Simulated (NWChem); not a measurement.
# GaHBrClO (SMILES [OH][Ga]([Cl])[Br]) at 4 levels

We compute a comparison of 4 runs (HF/STO-3G, HF/3-21G, B3LYP/6-31G*) of GaHBrClO. 

The results are computed with NWChem 7.3.0.

### 1 The molecule

The species is GaHBrClO (5 atoms), meant as a singlet with charge 0. As SMILES, `[OH][Ga]([Cl])[Br]`. Geometry: relaxed at PBE0-D4/def2-TZVP. This is one conformer, not always the lowest.

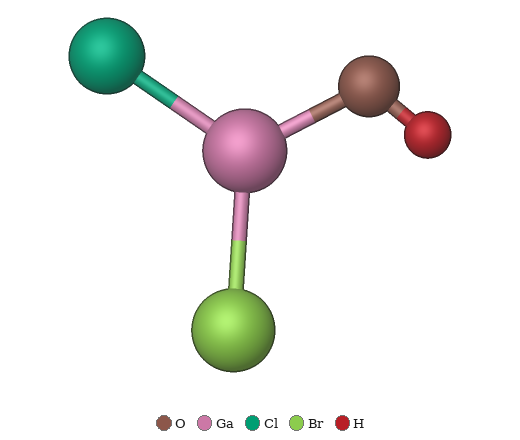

Viewed from a chosen angle; oxygen brown, gallium pink, chlorine teal, bromine green, hydrogen red.

### 2 Energy and forces at HF/STO-3G (run 1)

test.nw reads:

```
start test
title "BrClGaHO hf"
memory total 2200 mb
charge 0

geometry units angstrom noautosym nocenter noautoz
 O        0.357700       1.332300       0.323400
 Ga       0.112500      -0.395200       0.051000
 Cl       1.434300      -1.746400       0.992800
 Br      -1.570800      -1.143600      -1.270400
 H       -0.283600       1.879100      -0.138200
end

basis spherical bse
 * library STO-3G
end

scf
 thresh 1e-08
 maxiter 80
end

task scf gradient
```

Command:

```
$ nwchem test.nw > test.out
```

What it wrote:

```text
[...]
  functions       =    51
[...]
  wavefunction    = RHF
[...]
         Total SCF energy =  -4974.703844158837
      One-electron energy =  -8212.191367047917
      Two-electron energy =   2612.534703237666
 Nuclear repulsion energy =    624.952819651414
        Time for solution =      6.3s
[...]
                         RHF ENERGY GRADIENTS
    atom               coordinates                        gradient
                 x          y          z           x          y          z
   1 O       0.675955   2.517682   0.611137   -0.010603   0.095227  -0.003374
   2 Ga      0.212594  -0.746820   0.096376   -0.002261  -0.054695  -0.004426
   3 Cl      2.710434  -3.300217   1.876120    0.016258  -0.017032   0.011566
   4 Br     -2.968382  -2.161091  -2.400708   -0.023092  -0.009052  -0.018068
   5 H      -0.535926   3.550984  -0.261160    0.019698  -0.014447   0.014302
[...]
```

It took 11 s on 1 thread of Intel Xeon Platinum 8488C (Sapphire Rapids), shared host; peak memory 0.098 GiB.

### 3 Energy and forces at HF/3-21G (run 2)

run.py reads:

```python
from ase import Atoms
from ase.calculators.nwchem import NWChem

molecule = Atoms(['O', 'Ga', 'Cl', 'Br', 'H'], positions=[
    [0.357700, 1.332300, 0.323400],
    [0.112500, -0.395200, 0.051000],
    [1.434300, -1.746400, 0.992800],
    [-1.570800, -1.143600, -1.270400],
    [-0.283600, 1.879100, -0.138200],
])

calc = NWChem(
    label='brclgaho',
    theory='scf',
    memory='2200 mb',
    basis='3-21G',
    basispar='spherical bse',
    scf={'nopen': '0', 'rhf': None, 'thresh': '1e-08', 'maxiter': '80'},
)
molecule.calc = calc

forces = molecule.get_forces()
print(f"energy = {molecule.get_potential_energy():.6f} eV")
print("forces (eV/A):")
for s, f in zip(molecule.symbols, forces):
    print(f"{s:2s} {f[0]:10.5f} {f[1]:10.5f} {f[2]:10.5f}")
print("dipole (e A):", molecule.get_dipole_moment().round(4))
```

Command:

```
$ export ASE_NWCHEM_COMMAND="nwchem PREFIX.nwi > PREFIX.nwo"
$ python run.py
```

What it wrote:

```text
energy = -136230.548792 eV
forces (eV/A):
O    -0.49267   -1.81875   -0.46527
Ga    0.21032    2.49114    0.28313
Cl    1.03065   -1.06845    0.73359
Br   -0.78285   -0.33861   -0.61403
H     0.03456    0.73472    0.06253
dipole (e A): [-0.3574  0.3769 -0.2537]
```

The calculator wrote brclgaho.nwi:

```
title "brclgaho"

permanent_dir brclgaho

scratch_dir brclgaho

start brclgaho

geometry units angstrom nocenter noautosym noautoz
  O  3.5770000000000002e-01 1.3323000000000000e+00 3.2340000000000002e-01
  Ga 1.1250000000000000e-01 -3.9520000000000000e-01 5.0999999999999997e-02
  Cl 1.4342999999999999e+00 -1.7464000000000000e+00 9.9280000000000002e-01
  Br -1.5708000000000000e+00 -1.1435999999999999e+00 -1.2704000000000000e+00
  H  -2.8360000000000002e-01 1.8791000000000000e+00 -1.3819999999999999e-01
end

memory 2200 mb

basis spherical bse noprint
   * library 3-21G
end

scf
  nopen 0
  rhf
  thresh 1e-08
  maxiter 80
end

task scf gradient
```

brclgaho.nwo:

```text
Northwest Computational Chemistry Package (NWChem) 7.3.0
             --------------------------------------------------------

           Job information
           ---------------

    nwchem branch   = 7.3.0
    use scalapack   = T
    input           = brclgaho.nwi
    prefix          = brclgaho.
    data base       = brclgaho/brclgaho.db
    status          = startup
    nproc           =        1

           Memory information
           ------------------

    heap     =     72089596 doubles =      550.0 Mbytes
    stack    =     72089601 doubles =      550.0 Mbytes
    global   =    144179200 doubles =     1100.0 Mbytes (distinct from heap & stack)
    total    =    288358397 doubles =     2200.0 Mbytes
    verify   = yes
    hardfail = no

[... 129 lines left out ...]
 Convergence threshold     :          1.000E-08
[... 13 lines left out ...]
       Final RHF  results
[... 3 lines left out ...]
      One-electron energy =  -8227.153506814795
[... 1 line left out ...]
 Nuclear repulsion energy =    624.952819651413
[... 64 lines left out ...]
                       ROHF Final Molecular Orbital Analysis
[... 250 lines left out ...]
    atom               coordinates                        gradient
                 x          y          z           x          y          z
   1 O       0.675955   2.517682   0.611137    0.009581   0.035369   0.009048
   2 Ga      0.212594  -0.746820   0.096376   -0.004090  -0.048445  -0.005506
   3 Cl      2.710434  -3.300217   1.876120   -0.020043   0.020778  -0.014266
   4 Br     -2.968382  -2.161091  -2.400708    0.015224   0.006585   0.011941
   5 H      -0.535926   3.550984  -0.261160   -0.000672  -0.014288  -0.001216

                 ----------------------------------------
                 |  Time  |  1-e(secs)   |  2-e(secs)   |
                 ----------------------------------------
                 |  CPU   |       0.00   |       4.02   |
                 ----------------------------------------
                 |  WALL  |       0.00   |       4.02   |
                 ----------------------------------------

 Task  times  cpu:        9.8s     wall:        9.8s
 Total times  cpu:        9.8s     wall:        9.8s
```

It took 11 s on 1 thread of Intel Xeon Platinum 8488C (Sapphire Rapids), shared host; peak memory 0.098 GiB.

Run 3 isn't shown in full; the table further down has it.

### 4 Energy and forces at B3LYP/6-31G(d) (Cartesian functions) (run 4)

run.py reads:

```python
from ase import Atoms
from ase.calculators.nwchem import NWChem

system = Atoms('OGaClBrH', positions=[
    [0.357700, 1.332300, 0.323400],
    [0.112500, -0.395200, 0.051000],
    [1.434300, -1.746400, 0.992800],
    [-1.570800, -1.143600, -1.270400],
    [-0.283600, 1.879100, -0.138200],
])

calc = NWChem(
    label='brclgaho',
    theory='dft',
    memory='2200 mb',
    basis='6-31G*',
    dft={'xc': 'b3lyp', 'mult': '1', 'grid': 'fine', 'convergence': 'energy 1e-08', 'iterations': '100', 'mulliken': None},
)
system.calc = calc

forces = system.get_forces()
print(f"energy = {system.get_potential_energy():.6f} eV")
print("forces (eV/A):")
for s, f in zip(system.symbols, forces):
    print(f"{s:2s} {f[0]:10.5f} {f[1]:10.5f} {f[2]:10.5f}")
print("dipole (e A):", system.get_dipole_moment().round(4))
```

Command:

```
$ export ASE_NWCHEM_COMMAND="nwchem PREFIX.nwi > PREFIX.nwo"
$ python run.py
```

What it wrote:

```text
energy = -137000.237801 eV
forces (eV/A):
O     0.43493    0.12393    0.33795
Ga   -0.06011    0.10331   -0.04078
Cl    0.30869   -0.30416    0.22045
Br   -0.34293   -0.16969   -0.26997
H    -0.34057    0.24657   -0.24760
dipole (e A): [-0.2395  0.237  -0.1708]
```

The calculator wrote brclgaho.nwi:

```
title "brclgaho"

permanent_dir brclgaho

scratch_dir brclgaho

start brclgaho

geometry units angstrom nocenter noautosym noautoz
  O  3.5770000000000002e-01 1.3323000000000000e+00 3.2340000000000002e-01
  Ga 1.1250000000000000e-01 -3.9520000000000000e-01 5.0999999999999997e-02
  Cl 1.4342999999999999e+00 -1.7464000000000000e+00 9.9280000000000002e-01
  Br -1.5708000000000000e+00 -1.1435999999999999e+00 -1.2704000000000000e+00
  H  -2.8360000000000002e-01 1.8791000000000000e+00 -1.3819999999999999e-01
end

memory 2200 mb

basis noprint
   * library 6-31G*
end

dft
  xc b3lyp
  mult 1
  grid fine
  convergence energy 1e-08
  iterations 100
  mulliken
end

task dft gradient
```

brclgaho.nwo:

```text
Northwest Computational Chemistry Package (NWChem) 7.3.0
             --------------------------------------------------------

           Job information
           ---------------

    nwchem branch   = 7.3.0
    use scalapack   = T
    input           = brclgaho.nwi
    prefix          = brclgaho.
    data base       = brclgaho/brclgaho.db
    status          = startup
    nproc           =        1

           Memory information
           ------------------

    heap     =     72089596 doubles =      550.0 Mbytes
    stack    =     72089601 doubles =      550.0 Mbytes
    global   =    144179200 doubles =     1100.0 Mbytes (distinct from heap & stack)
    total    =    288358397 doubles =     2200.0 Mbytes
    verify   = yes
    hardfail = no

[... 100 lines left out ...]
  convergence criterion.
[... 42 lines left out ...]
          Spatial weights used:  Erf1
[... 75 lines left out ...]
         Total DFT energy =    -5034.665918110319
[... 3 lines left out ...]
 Nuclear repulsion energy =      624.952819651413
[... 813 lines left out ...]
          Convergence on gradient requested:  5.00D-04
[... 29 lines left out ...]
          total energy or number of iterations.
[... 28 lines left out ...]
    atom               coordinates                        gradient
                 x          y          z           x          y          z
   1 O       0.675955   2.517682   0.611137   -0.008458  -0.002410  -0.006572
   2 Ga      0.212594  -0.746820   0.096376    0.001169  -0.002009   0.000793
   3 Cl      2.710434  -3.300217   1.876120   -0.006003   0.005915  -0.004287
   4 Br     -2.968382  -2.161091  -2.400708    0.006669   0.003300   0.005250
   5 H      -0.535926   3.550984  -0.261160    0.006623  -0.004795   0.004815

                 ----------------------------------------
                 |  Time  |  1-e(secs)   |  2-e(secs)   |
                 ----------------------------------------
                 |  CPU   |       0.01   |      28.75   |
                 ----------------------------------------
                 |  WALL  |       0.01   |      28.75   |
                 ----------------------------------------

 Task  times  cpu:       66.1s     wall:       66.1s
 Total times  cpu:       66.1s     wall:       66.1s
```

Run time: 68 s. Hardware: 1 thread of Intel Xeon Platinum 8488C (Sapphire Rapids), shared host; peak memory 0.12 GiB.

### 5 All runs side by side

```csv
run,level,iteration cap,module,energy (Eh),dipole moment (D),HOMO energy (eV),LUMO energy (eV),wall time
1,HF/STO-3G,80,scf,-4974.703844,2.61,-8.67,4.66,11 s
2,HF/3-21G,80,scf,-5006.380368,2.78,-11.89,1.51,11 s
3,B3LYP/6-31G* (spherical functions),100,dft,-5034.647167,1.80,-8.56,-2.07,62 s
4,B3LYP/6-31G* (Cartesian functions),100,dft,-5034.665918,1.81,-8.56,-2.06,68 s
```

### 6 What came out

| quantity | value |
| --- | --- |
| run 4: total energy | -5034.66592 Eh |
| run 4: dipole moment | 1.81 D |
| run 4: HOMO energy | -8.56 eV |
| run 4: LUMO energy | -2.06 eV |
| run 4: HOMO–LUMO gap | 6.50 eV |
| run 4: largest force on an atom | 0.565 eV/Å |

In words: The dipole moment (its size) runs from 1.80 D (B3LYP/6-31G*) to 2.78 D (HF/3-21G). The two ends differ in method and basis. The HOMO–LUMO gap runs from 6.49 eV (B3LYP/6-31G*) to 13.39 eV (HF/3-21G). In run 1 the basis is minimal, so the values are rough. All runs together took 2.5 min, the longest 68 s.
